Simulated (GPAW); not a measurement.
# WC (Qusongite): optical spectrum from first principles

Aim: the dielectric function of WC (Qusongite), and the optical constants that follow from it.

Method: DFT, PBE, plane-wave PAW (GPAW data sets), scalar-relativistic, RPA, optical limit, in GPAW 26.7.0.

### Step 1. Starting point

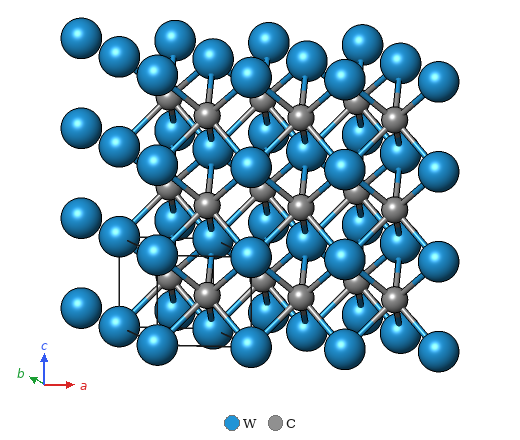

The cell as given, slightly off an axis (tungsten blue, carbon grey). 3×2×3 cells are drawn. Bonds to atoms that aren't drawn are left out. Some periodic images of atoms are drawn too.

### Step 2. Ground state

First the ground state: is it a metal or has it a gap?

This step: DFT, PBE, plane-wave PAW (GPAW data sets), scalar-relativistic, ground state (GPAW 26.7.0).

gs.py reads:

```python
from ase import Atoms
from ase.dft.bandgap import bandgap
from gpaw import GPAW, PW, FermiDirac

atoms = Atoms(['W', 'C'],
              cell=[[2.906500000000, 0.000000000000, 0.000000000000],
                    [-1.453250000000, 2.517102836100, 0.000000000000],
                    [0.000000000000, 0.000000000000, 2.836600000000]],
              scaled_positions=[[0.000000000000, 0.000000000000, 0.000000000000],
                                [0.666666666667, 0.333333333333, 0.500000000000]],
              pbc=[True, True, True])
atoms.calc = GPAW(mode=PW(500), xc='PBE', kpts={'size': (9, 9, 8), 'gamma': True},
                  occupations=FermiDirac(0.05), maxiter=150, txt='gs.txt')
print('energy (eV)', atoms.get_potential_energy())
print('Fermi level (eV)', atoms.calc.get_fermi_level())
print('valence electrons', atoms.calc.get_number_of_electrons())
print('gap (eV)', bandgap(atoms.calc, output=None)[0])
print('direct gap (eV)', bandgap(atoms.calc, direct=True, output=None)[0])
atoms.calc.write('gs.gpw')
```

Command:

```console
> OMP_NUM_THREADS=1 python gs.py
```

Numbers of over 12 decimals in the logs are rounded to 6 here.

Log:

```text
__  _  _
 | _ |_)|_||  |
 |__||  | ||/\| - 26.7.0

Versions:
  Python: 3.12.14
  ASE:    3.29.0
  Numpy:  2.5.5
  Scipy:  1.18.1
  Libxc:  7.0.0

Input parameters:
  mode=PW(ecut=500.0),
  kpts=MonkhorstPack(size=(9, 9, 8), gamma=True),
  maxiter=150,
  occupations=Occupations(name='fermi-dirac', width=0.05, fixmagmom=False),
  xc=XC(name='PBE')

Diagonalizing LCAO Hamiltonian
Converting LCAO to pw mode

           C

       W

Atoms  # Å, Bohr magnetons
|   | symbol |        x |        y |        z |    initial magnetic moments |
| 0 |      W | 0.000000 | 0.000000 | 0.000000 | ( 0.0000,  0.0000,  0.0000) |
| 1 |      C | 1.453250 | 0.839034 | 1.418300 | ( 0.0000,  0.0000,  0.0000) |

Unit cell  # Å
| periodic |         x |        y |        z |  lengths |     angles |
|      yes |  2.906500 | 0.000000 | 0.000000 | 2.906500 |  90.000000 |
|      yes | -1.453250 | 2.517103 | 0.000000 | 2.906500 |  90.000000 |
|      yes |  0.000000 | 0.000000 | 2.836600 | 2.836600 | 120.000000 |

Number of symmetries: 12
Symmetry operations  # r_c * U_cc + t_c -> r_c
|    | kind |            matrix            |
|  0 |  σ   |  1, 1, 0,  0,-1, 0,  0, 0, 1 |
|  1 |  C2  |  1, 1, 0,  0,-1, 0,  0, 0,-1 |
|  2 |  E   |  1, 0, 0,  0, 1, 0,  0, 0, 1 |
|  3 |  σ   |  1, 0, 0,  0, 1, 0,  0, 0,-1 |
|  4 |  C3  |  0, 1, 0, -1,-1, 0,  0, 0, 1 |
|  5 |  S3  |  0, 1, 0, -1,-1, 0,  0, 0,-1 |
|  6 |  σ   |  0,-1, 0, -1, 0, 0,  0, 0, 1 |
|  7 |  C2  |  0,-1, 0, -1, 0, 0,  0, 0,-1 |
|  8 |  σ   | -1, 0, 0,  1, 1, 0,  0, 0, 1 |
|  9 |  C2  | -1, 0, 0,  1, 1, 0,  0, 0,-1 |
| 10 |  C3  | -1,-1, 0,  1, 0, 0,  0, 0, 1 |
| 11 |  S3  | -1,-1, 0,  1, 0, 0,  0, 0,-1 |

BZ-sampling:
  Number of BZ points: 648
  Number of IBZ points: 60

  Monkhorst-Pack size: [9, 9, 8]
  Monkhorst-Pack shift: [0.0, 0.0, 0.0625]

K-points  # in reciprocal-cell coordinates
|     |                                coordinates |     weight |
|   0 | (  0.00000000,   0.00000000,   0.00000000) | 0.00154321 |
|   1 | (  0.00000000,   0.00000000,   0.12500000) | 0.00308642 |
|   2 | (  0.00000000,   0.00000000,   0.25000000) | 0.00308642 |
|   3 | (  0.00000000,   0.00000000,   0.37500000) | 0.00308642 |
|   4 | (  0.00000000,   0.00000000,   0.50000000) | 0.00154321 |
|   5 | (  0.11111111,   0.00000000,   0.00000000) | 0.00925926 |
|   6 | (  0.11111111,   0.00000000,   0.12500000) | 0.01851852 |
|   7 | (  0.11111111,   0.00000000,   0.25000000) | 0.01851852 |
|   8 | (  0.11111111,   0.00000000,   0.37500000) | 0.01851852 |
|   9 | (  0.11111111,   0.00000000,   0.50000000) | 0.00925926 |
| ... |                                            |            |
|  59 | (  0.44444444,   0.44444444,   0.50000000) | 0.00925926 |

Plane wave coefficients: 539
Cutoff: 500.0 eV

Spin-components: 1 (collinear spins)
Bands:           15
Projectors:      11
Spin-degeneracy: 2
Datatype:        complex128

Parallelization:
  kpt:    1
  domain: 1
  band:   1

Density:
  Valence electrons: 18.0
  Components: 1
  Grid points: [15 15 15]
  Charge: 0.0  # |e|

Potential:
  Grid points: [15 15 15]

species:
  W:
    name:    Tungsten
    id:
    Z:       74.0
    valence: 14
    core:    60
    charge:  0.0  # [|e|]
    compensation charges:
      type: gauss
      rc: 0.40  # [Å]
      lmax: 2
    cutoffs:
      filter: 2.36  # [Å]
      core: 3.02  # [Å]
    projectors
    | kind |    occ | energy [eV] | rcut [Å] |
    |   5s |  2.000 |     -78.830 |    1.344 |
    |   6s |  2.000 |      -5.697 |    1.344 |
    |   5p |  6.000 |     -43.233 |    1.355 |
    |   6p |  0.000 |      -1.367 |    1.355 |
    |   5d |  4.000 |      -4.494 |    1.228 |
    |    d |        |      22.717 |    1.228 |

    Using partial waves for W as LCAO basis

  C:
    name:    Carbon
    id:
    Z:       6.0
    valence: 4
    core:    2
    charge:  0.0  # [|e|]
    compensation charges:
      type: gauss
      rc: 0.20  # [Å]
      lmax: 2
    cutoffs:
      filter: 1.14  # [Å]
      core: 1.14  # [Å]
    projectors
    | kind |    occ | energy [eV] | rcut [Å] |
    |   2s |  2.000 |     -13.751 |    0.635 |
    |   2p |  2.000 |      -5.284 |    0.635 |
    |    s |        |      13.461 |    0.635 |
    |    p |        |      21.927 |    0.635 |
    |    d |        |       0.000 |    0.635 |

    Using partial waves for C as LCAO basis

Reference energy: -439799.299771  # eV

eigensolver:
  PPCG
  Converge bands: occupied
  niter=2

density mixing:
  MSR1-Mixer
  Pratt-step length: 0.05
  Maximum mixing coefficient: 0.75
  Old densities: 10
  SVD Regularization: 0.005
  Good broyden scale: 1.0
  Trust region scale: 1.0
  Backstep threshold: 4.0
  History deletion threshold: 6.0
  Fourier metric: weight=20.0, sigma=0.015

occupation numbers:
  Fermi-Dirac:
    width: 0.0500  # eV

poisson solver:
  ecut: 4000.0  # eV

xc functional:
  name: PBE with 2 nearest neighbor stencil

convergence criteria:
- Maximum [total energy] change in last 3 cyles: 0.0005 eV / valence electron
- Maximum integral of absolute [dens]ity change: 0.0001 electrons / valence electron
- Maximum integral of absolute [eigenst]ate change: 4e-08 eV^2 / valence electron
maximum number of iterations: 150

SCF iterations
|iter     |      energy | eigst |  dens |
|iter:   1||  -22.638691 | -0.07 |       |
|iter:   2||  -22.159321 | -2.16 | -0.93 |
|iter:   3||  -21.084964 | -1.22 | -0.99 |
|iter:   4||  -21.091980 | -3.24 | -1.70 |
|iter:   5||  -21.099491 | -3.45 | -1.93 |
|iter:   6||  -21.099436c| -5.25 | -3.05 |
|iter:   7||  -21.099437c| -6.60 | -3.63 |
|iter:   8||  -21.099436c| -7.94c| -4.29c|

Converged in 8 steps
SCF loop duration: 5.261 s (0.658 s/step)
Energy contributions relative to reference atoms: (reference = -439799.299771)

Energy contributions:
  Kinetic:          17.246752
  Coulomb:         -18.899108
  Zero:              0.049148
  External:          0.000000
  Xc:              -19.494478
  Entropy:          -0.003499
  Spinorbit:         0.000000
  ----------------------------
  Free energy:     -21.101186
  Extrapolated:    -21.099436

dipole moment: (-4.689535, -9.808499, -10.578499)  # |e|*Ang

Fermi level: 14.137
Eigenvalues  # (at kpt = [0.000, 0.000, 0.000])
| band index |      eig [eV] | occ [0-2] |
|          0 |       -59.645 |     2.000 |
|          1 |       -23.896 |     2.000 |
|          2 |       -23.782 |     2.000 |
|          3 |       -23.782 |     2.000 |
|          4 |        -0.280 |     2.000 |
|          5 |         9.846 |     2.000 |
|          6 |        10.819 |     2.000 |
|          7 |        10.819 |     2.000 |
|          8 |        14.220 |     0.319 |
|          9 |        17.376 |     0.000 |
|         10 |        17.376 |     0.000 |
|         11 |        19.762 |     0.000 |
|         12 |        19.762 |     0.000 |
|         13 |        20.554 |     0.000 |
|         14 |        28.533 |     0.000 |

No gap
No difference between direct/indirect transitions

--- standard output ---
energy (eV) -21.099436
Fermi level (eV) 14.137174
valence electrons 18.0
gap (eV) 0.0
direct gap (eV) 0.0
```

Elapsed: 6.9 s, on 1 thread of Arm Neoverse V2, shared host; peak memory 0.13 GiB.

Numbers from this step:

* energy: -21.10 eV
* Fermi energy: 14.14 eV
* electrons: 18

There are states at the Fermi level within the smearing, so the occupations stay smeared and the carriers get a Drude term.

### Step 3. Bands for the response

At the fixed density, many empty bands are solved on the mesh of the response, since the spectrum sums over them.

This step: DFT, PBE, plane-wave PAW (GPAW data sets), scalar-relativistic, bands at fixed density (GPAW 26.7.0).

nscf.py reads:

```python
from ase.dft.bandgap import bandgap
from gpaw import GPAW, FermiDirac

calc = GPAW('gs.gpw').fixed_density(kpts={'size': (14, 14, 12), 'gamma': True}, nbands=28, convergence={'bands': 22},
                                    occupations=FermiDirac(0.05), txt='nscf.txt')
print('gap (eV)', bandgap(calc, output=None)[0])
print('direct gap (eV)', bandgap(calc, direct=True, output=None)[0])
print('top band over the Fermi level (eV)', min(calc.get_eigenvalues(kpt=k)[21] for k in range(len(calc.get_ibz_k_points()))) - calc.get_fermi_level())
calc.write('full.gpw', mode='all')
```

Command:

```console
> OMP_NUM_THREADS=1 python nscf.py
```

Log:

```text
Diagonalizing LCAO Hamiltonian
Converting LCAO to pw mode
convergence criteria:
- Maximum integral of absolute [eigenst]ate change: 4e-08 eV^2 / valence electron
maximum number of iterations: 150

SCF iterations
|iter     |      energy | eigst |  dens |
|iter:   1||             | +2.59 |       |
|iter:   2||             | +0.38 |       |
|iter:   3||             | -1.76 |       |
|iter:   4||             | -3.45 |       |
|iter:   5||             | -5.38 |       |
|iter:   6||             | -6.97 |       |
|iter:   7||             | -7.91c|       |
SCF steps: 7
  __  _  _
 | _ |_)|_||  |
 |__||  | ||/\| - 26.7.0

Versions:
  Python: 3.12.14
  ASE:    3.29.0
  Numpy:  2.5.5
  Scipy:  1.18.1
  Libxc:  7.0.0

Input parameters:
  mode=PW(ecut=500.0),
  convergence={'bands': 22},
  gpts=array([15, 15, 15]),
  kpts=MonkhorstPack(size=(14, 14, 12), gamma=True),
  maxiter=150,
  nbands=28,
  occupations=Occupations(name='fermi-dirac', width=0.05, fixmagmom=False),
  parallel={},
  xc=XC(name='PBE')

--- standard output ---
gap (eV) 0.0
direct gap (eV) 0.0
top band over the Fermi level (eV) 29.118233
```

Run time: 24 s. Hardware: 1 thread; peak memory 0.19 GiB.

### Step 4. Dielectric function, RPA

Local fields let the induced charge screen the field inside the cell, which as a rule lowers ε, most along directions where the density is uneven.

This step: DFT, PBE, plane-wave PAW (GPAW data sets), scalar-relativistic, RPA, optical limit (GPAW 26.7.0).

df.py reads:

```python
from gpaw.response.df import DielectricFunction

df = DielectricFunction('full.gpw', frequencies={'type': 'nonlinear', 'domega0': 0.03, 'omega2': 8},
                        ecut=60,
                        eta=0.15,
                        nbands=22,
                        rate=0.1,
                        txt='df.txt')
for direction in ['x', 'z']:
    df.get_dielectric_function(xc='RPA', direction=direction, filename=f'df_{direction}.csv')
```

Command:

```console
> OMP_NUM_THREADS=1 python df.py
```

Log:

```text
Using integrator: PointIntegrator
NonLinearFrequencyDescriptor(from 0.000 to 107.836 eV, 547 points)
Nonperiodic BCs:  [False False False]
Using integrator: PointIntegrator
NonLinearFrequencyDescriptor(from 0.000 to 107.836 eV, 547 points)
Nonperiodic BCs:  [False False False]
Using integrator: PointIntegrator

Calculating chi0 body with:
    Ground state adapter containing:
    Number of spins: 1
    Number of kpoints: 2352
    Number of irreducible kpoints: 168
    Number of completely occupied states: 8
    Number of partially occupied states: 10

    Linear response parametrization:
    q_c: [0.0, 0.0, 0.0]
    Number of frequency points: 547
    Planewave cutoff: 60.0
    Number of bands: 22
    Number of planewaves: 21
    Broadening (eta): 0.15

Integrating chi0 body.

Symmetries of q_c:
    Direct symmetries (Uq -> q): 12
    Indirect symmetries (TUq -> q): 12
In total 24 allowed symmetries.

168 groups of equivalent kpoints. 92.857143% reduction.

Integral kind: spectral function

Calculating chi0 optical extensions with:
    Ground state adapter containing:
    Number of spins: 1
    Number of kpoints: 2352
    Number of irreducible kpoints: 168
    Number of completely occupied states: 8
    Number of partially occupied states: 10

    Linear response parametrization:
    Number of frequency points: 547
    Planewave cutoff: 60.0
    Number of bands: 22
    Number of planewaves: 21
    Broadening (eta): 0.15
Integrating chi0 head and wings.

Symmetries of q_c:
    Direct symmetries (Uq -> q): 12
    Indirect symmetries (TUq -> q): 12
In total 24 allowed symmetries.

168 groups of equivalent kpoints. 92.857143% reduction.

Integral kind: spectral function wings

Calculating drude chi0 with:
    Number of frequency points:547
    Plasma frequency decay rate: 0.1 eV

    Ground state adapter containing:
    Number of spins: 1
    Number of kpoints: 2352
    Number of irreducible kpoints: 168
    Number of completely occupied states: 8
    Number of partially occupied states: 10

Symmetries of q_c:
    Direct symmetries (Uq -> q): 12
    Indirect symmetries (TUq -> q): 12
In total 24 allowed symmetries.

168 groups of equivalent kpoints. 92.857143% reduction.

Integral kind: intraband
Plasma frequency:
[[3.18+0.j 0.  -0.j 0.  +0.j]
 [0.  -0.j 3.18+0.j 0.  +0.j]
 [0.  +0.j 0.  +0.j 1.97+0.j]]
```

It took 5.9 s on 1 thread; peak memory 0.23 GiB.

Some rows of df_x.csv (energy; Re and Im without local fields; Re and Im with them):

```text
0.000000, 1034.986685, 0.000002, 1034.834439, 0.000002
0.555532, -7.997187, 13.721118, -8.156990, 13.700483
1.143969, 11.281987, 7.190756, 11.144847, 7.133664
1.768324, 17.497833, 7.760168, 17.354612, 7.630528
2.431988, 15.399650, 11.148896, 15.319962, 11.024518
3.138794, 13.838939, 15.639935, 13.994825, 15.479114
3.893091, 8.923525, 15.757943, 9.083781, 15.838420
4.699832, 2.407054, 14.777391, 2.490217, 15.229699
5.564682, 2.308171, 10.058817, 1.782809, 10.346578
6.494155, 5.294539, 10.568031, 4.836666, 10.420773
7.495775, 0.758119, 11.529401, 0.286297, 11.213540
8.578281, -3.940341, 9.512547, -3.777954, 9.197169
9.751884, -3.175777, 6.047717, -3.004121, 5.978322
11.028587, -2.689855, 4.793916, -2.638673, 4.797896
12.422601, -2.808317, 2.327564, -2.953562, 2.451943
13.950874, -0.668605, 2.025197, -0.955119, 1.864827
15.633783, -0.752230, 2.552808, -0.713386, 2.331564
17.496047, -1.003511, 1.944745, -0.949504, 1.893975
19.567954, -0.555677, 0.922896, -0.614411, 0.846033
```

The Im ε has structure finer than the step of the table below, so its rows give means over 1 eV, whole bins alone (the curve runs from 0.305 to 21.9 eV). Peaks (eV: height): E ∥ x 4.0: 16.4, 7.2: 12.5; E ∥ z 2.1: 15.5, 3.0: 21.8, 3.7: 20.1, 5.2: 15.7, 5.8: 15.3, 7.3: 16.9.

Sum at mesh points, not converged in k. Table of Im ε by photon energy; means over each step:

```csv
photon energy (eV),E ∥ x,E ∥ z
1,9.04,4.51
2,9.31,11.9
3,14.1,19.1
4,15.7,15.5
5,13.1,13.9
6,9.52,12.5
7,11.7,13.5
8,11.3,10.6
9,7.82,5.11
10,5.87,3.95
11,4.78,3.89
12,3.47,4.81
13,1.87,4.39
14,1.90,3.25
15,2.10,2.91
16,2.35,1.71
17,1.83,1.24
18,1.66,1.37
19,0.976,1.03
20,0.973,0.958
21,0.836,1.07
```

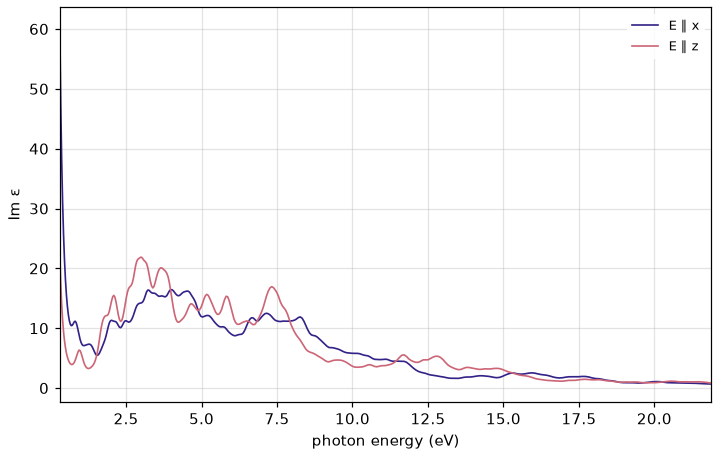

Im ε against photon energy.

Values under 1 per cm are given as 1; sum at mesh points, not converged in k. The absorption coefficient by photon energy:

```csv
photon energy (eV),E ∥ x (1/cm),E ∥ z (1/cm)
1.99,2.7e5,2.8e5
3.98,9.1e5,1.1e6
6.02,1.1e6,1.6e6
8.03,2.0e6,2.5e6
10.03,2.2e6,1.8e6
12.02,2.5e6,2.1e6
14.04,1.8e6,2.4e6
16.03,2.2e6,2.5e6
18.05,2.3e6,2.2e6
20.06,1.9e6,1.8e6
```

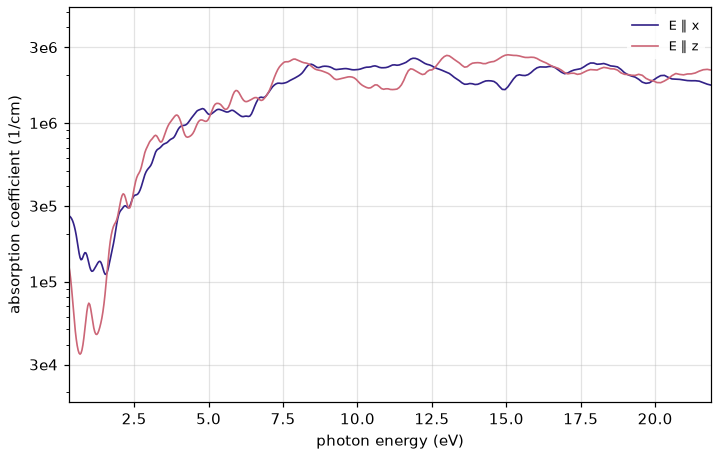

Absorption coefficient, plotted against photon energy.

[end of part 1 of 2]

[Machine, clock and banner lines and Python warnings are left out of the logs.]

[Logs are printed without paths, hosts, clocks, repeated set-up lines and the standing remarks that a program may print on its own settings, such as how far it seeks lower states.]

[Hosts, paths, dates, database ids (printed as entryN), source tags and the programs' standing remarks are cut or masked in the printed files.]
